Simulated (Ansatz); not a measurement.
ClH₉Si₄ (SMILES [Si](Cl)([SiH3])([SiH3])[SiH3])

Input

```
crystal:
  periodic: [false, false, false]
  atoms:
    - { symbol: Si, position_ang: [0.10150475, 0.03198853, 0.52958094] }
    - { symbol: Cl, position_ang: [0.49936764, 0.15747949, 2.60593645] }
    - { symbol: Si, position_ang: [1.83400793, -1.24870022, -0.43017324] }
    - { symbol: Si, position_ang: [0.07840245, 2.23791562, -0.30482141] }
    - { symbol: Si, position_ang: [-1.99771567, -1.01614772, 0.28966555] }
    - { symbol: H, position_ang: [1.85574851, -2.62313449, 0.18190204] }
    - { symbol: H, position_ang: [1.60649045, -1.37470502, -1.91446129] }
    - { symbol: H, position_ang: [3.16007154, -0.57876942, -0.19158081] }
    - { symbol: H, position_ang: [-0.99444106, 3.03641778, 0.38480363] }
    - { symbol: H, position_ang: [-0.20063937, 2.21472655, -1.78548633] }
    - { symbol: H, position_ang: [1.41286218, 2.89111798, -0.06665164] }
    - { symbol: H, position_ang: [-3.05995739, -0.20102649, 0.97625239] }
    - { symbol: H, position_ang: [-1.95757141, -2.39162595, 0.89845863] }
    - { symbol: H, position_ang: [-2.33813156, -1.13553765, -1.17342492] }
basis:
  gaussian: { orbitals: def2-SVP }
hamiltonian:
  xc: hf
relax:
  f_tol: 0.003
  max_steps: 100
output:
  orbitals: {}
```

Run with:

```sh
ansatz run input.yaml --threads 4 --pin off --max-ram 10240MiB --backend cpu --events-out ev --progress --plain --runs-dir out
```

The fields are those of the relaxed geometry.

All numbers below come from Hartree-Fock, Gaussian basis def2-SVP (Ansatz).

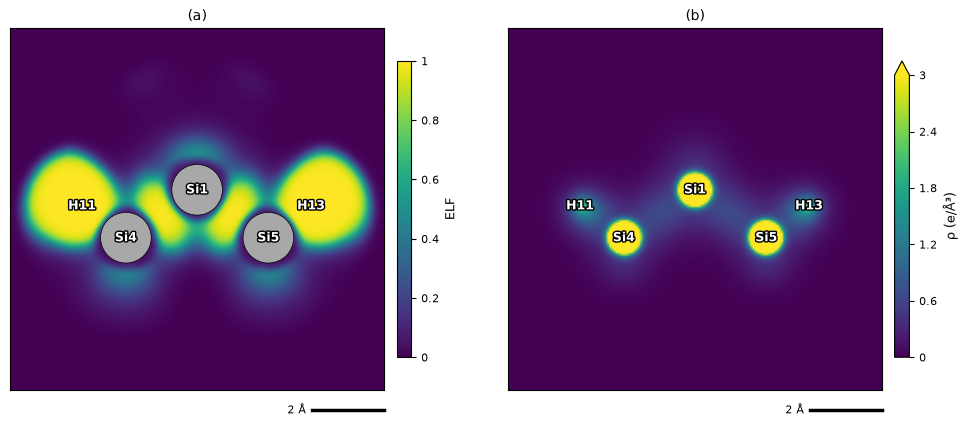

Figure 1. (a) ELF; (b) electron density on the plane of atoms Si4, Si1 and Si5. Grey discs cover the atomic cores in the ELF map.

**Interpret the plot.**

The plane passes through Si and H nuclei. Si–Si (2.37 Å): ρ is about 0.66 e/Å³ halfway; the ELF peaks at about 1 between the atoms; a covalent bond. Si–H (1.48 Å): the density is about 0.76 e/Å³ at the midpoint; the ELF climbs to about 1 towards the hydrogen, as it does in any bond to H.

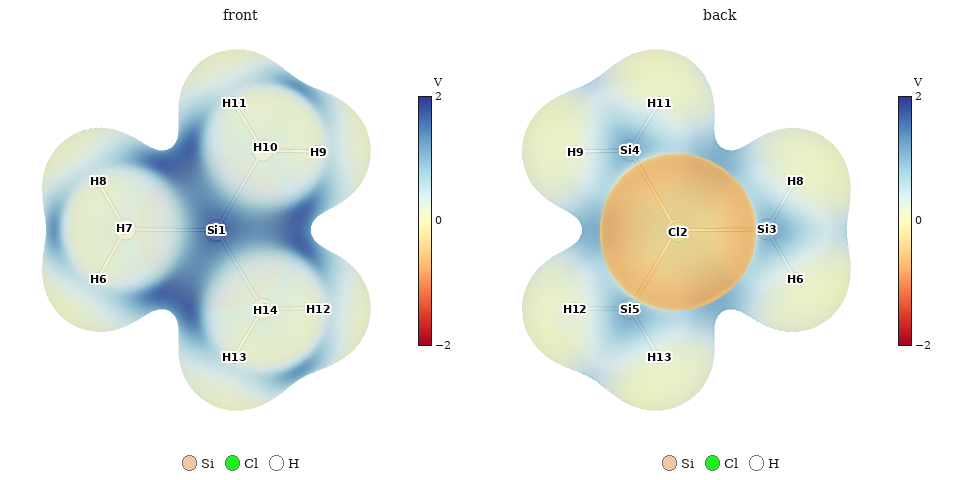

Figure 2. The electrostatic potential painted on the density surface at 0.002 e/bohr³, seen from the front and from behind; the colour scale runs from red (negative) to blue (positive).

**Describe the electrostatic potential map.**

The most negative region (about −0.6 V) lies over Cl2, the most positive (about +1.7 V) over Si1, Si3, Si4 and Si5.

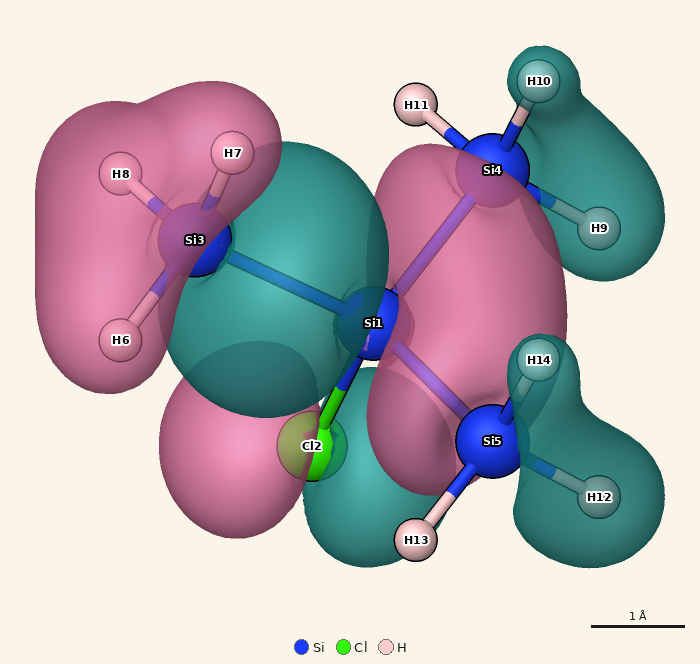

Figure 3. The HOMO at ±0.06 Å⁻³ᐟ² (teal and pink are the two phases), seen at an oblique angle.

**Where does this orbital lie, and at what energy?**

It lies mainly on Si1 (about 30 %), Si3 (about 25 %), Cl2 (about 20 %), Si4 (about 10 %) and Si5 (about 10 %). It is one of a degenerate set, so its orientation is arbitrary. Its energy is −10.32 eV.
